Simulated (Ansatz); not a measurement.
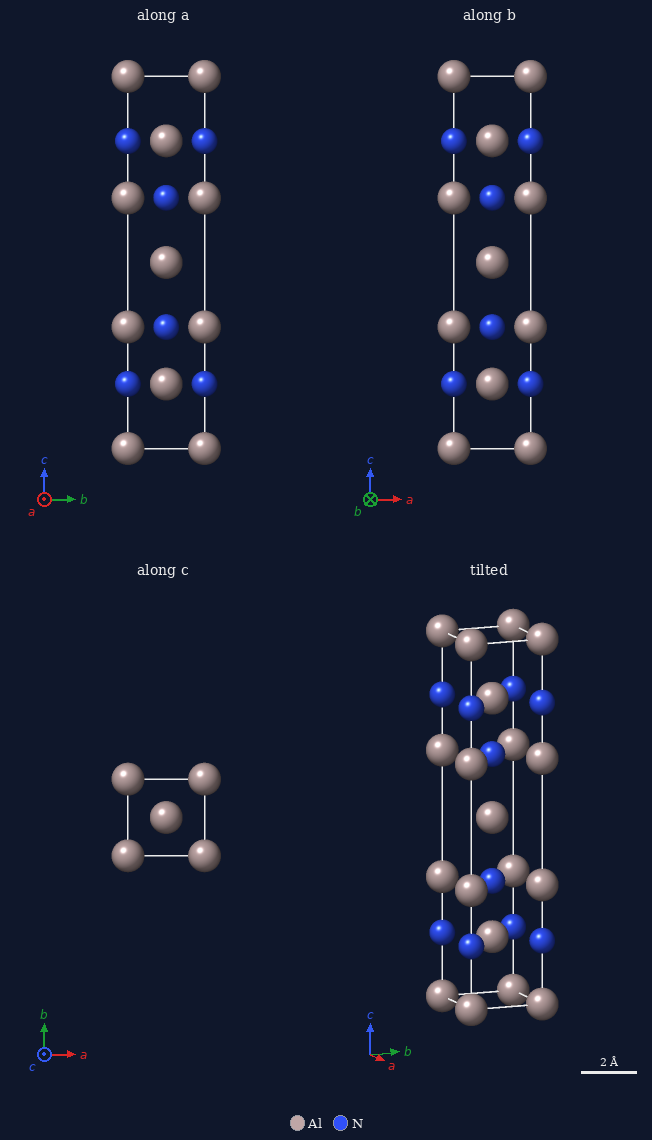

This spheres-only model is shown along the a axis, along the b axis, along the c axis and slightly off an axis. One conventional unit cell is framed, with atoms on its boundary repeated.

Lattice parameters: a = 2.819 Å, b = 2.819 Å, c = 13.689 Å, α = 90.00°, β = 90.00°, γ = 90.00°.

Question: Write the structure as a table of Wyckoff sites, with free fractional coordinates to two decimals.

Answer: Space group I4/mmm (No. 139).
```csv
atom,site,x,y,z
Al,2a,0.00,0.00,0.00
Al,4e,0.00,0.00,0.33
N,4e,0.00,0.00,0.17
```

The structure was taken from a structure type filled with these elements by a generator (whether the compound takes this form wasn't checked). Earlier steps of the study may have refined or changed the cell and positions. It went into a calculation with Ansatz.
